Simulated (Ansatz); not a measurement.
BFH$_{5}$NSi

Input file:

```
crystal:
  periodic: [false, false, false]
  atoms:
    - { symbol: B, position_ang: [-0.757794, -0.120787, -0.408202] }
    - { symbol: Si, position_ang: [0.403854, 0.957367, 0.763106] }
    - { symbol: "N", position_ang: [-0.161482, -1.293114, -0.841255] }
    - { symbol: H, position_ang: [0.765667, -1.453433, -0.481871] }
    - { symbol: F, position_ang: [-1.99063, 0.197643, -0.797058] }
    - { symbol: H, position_ang: [1.593661, 0.136848, 1.106021] }
    - { symbol: H, position_ang: [0.90038, 2.180829, 0.090009] }
    - { symbol: H, position_ang: [-0.223694, 1.380967, 2.034985] }
    - { symbol: H, position_ang: [-0.529862, -1.986119, -1.465834] }
magnetization:
  spin_polarized: true
basis:
  gaussian: { orbitals: "6-31G*" }
hamiltonian:
  xc: { name: BHLYP }
  dispersion: d4
relax:
  f_tol: 0.03
  max_steps: 50
output:
  orbitals: {}
```

Launched as:

```sh
ansatz run input.yaml --threads 2 --pin off --max-ram 3072MiB --backend cpu --events-out ev --progress --plain --runs-dir out
```

The fields are those of the run's last geometry, not of the input's.

The calculation used UKS BHLYP-D4/6-31G* in Ansatz.

What will maps of the electron density and electron localisation function show?

B–F (1.34 Å): ρ is about 2.1 e/Å³ halfway; the ELF peaks at about 0.85 between the atoms (a shared but strongly polarised pair).
B–N (1.39 Å): ρ is about 2 e/Å³ halfway; the ELF peaks at about 0.95 between the atoms (a short, strongly polar bond).
Si–B (2.03 Å): ρ is about 0.83 e/Å³ halfway; the ELF peaks at about 1 between the atoms: localised, covalent bonding.
N–H (1.00 Å): ρ is about 2.9 e/Å³ halfway; the ELF climbs to about 1 towards the hydrogen, as it does in any bond to H: an ordinary covalent bond to hydrogen.

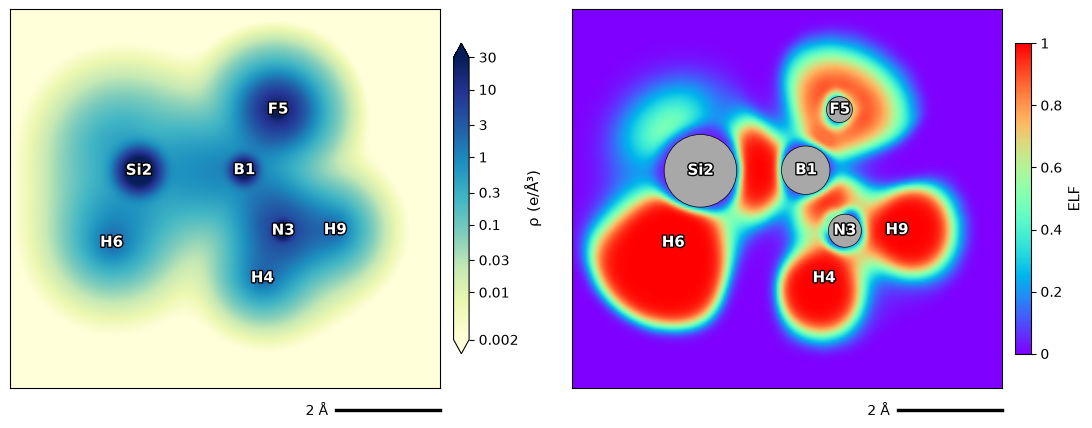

Computed electron density and electron localisation function on the plane of atoms H4, N3 and H9, in this order. Grey discs cover the atomic cores in the ELF map. 
